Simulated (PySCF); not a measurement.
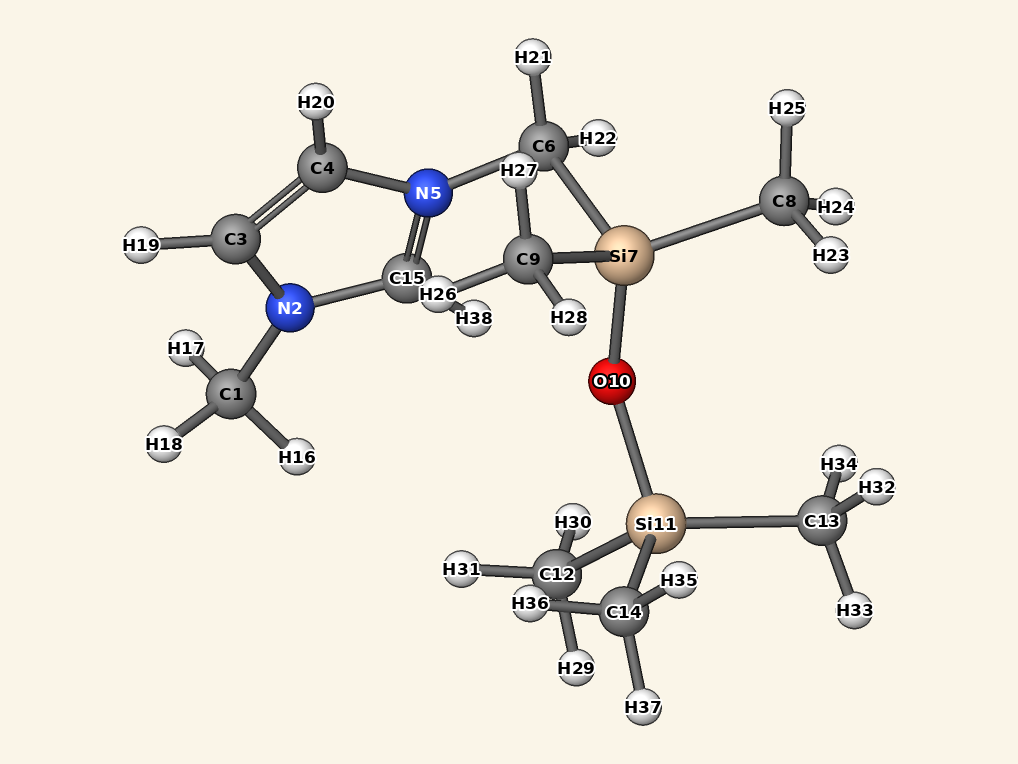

The questions are on isotropic NMR shieldings of the C atoms. Charge +1, singlet. Computed geometry: GFN2-xTB optimisation. No frequency run is at hand to confirm it as a minimum. Properties computed with GIAO PBE/pcSseg-1 NMR shielding, non-relativistic, gas phase (PySCF 2.14.0).

Which C atom is the most shielded (lowest chemical shift)?

Answer. C9 (183.7 ppm).

Which C atom is the least shielded (highest chemical shift)?

Answer. C15 (48.5 ppm).

How wide is the range of C shifts?

Answer. 135.2 ppm.

List the isotropic NMR shieldings of the C atoms.

```json
{"atom": "C1", "σ (ppm)": "146.0"}
{"atom": "C3", "σ (ppm)": "56.1"}
{"atom": "C4", "σ (ppm)": "55.2"}
{"atom": "C6", "σ (ppm)": "136.4"}
{"atom": "C8", "σ (ppm)": "182.9"}
{"atom": "C9", "σ (ppm)": "183.7"}
{"atom": "C12", "σ (ppm)": "178.5"}
{"atom": "C13", "σ (ppm)": "179.8"}
{"atom": "C14", "σ (ppm)": "179.9"}
{"atom": "C15", "σ (ppm)": "48.5"}
```

The geometry is semi-empirical. Around Si such bond lengths and angles can be off by a tenth of an ångström or more and by several degrees, and values that hang on the shape move with them.
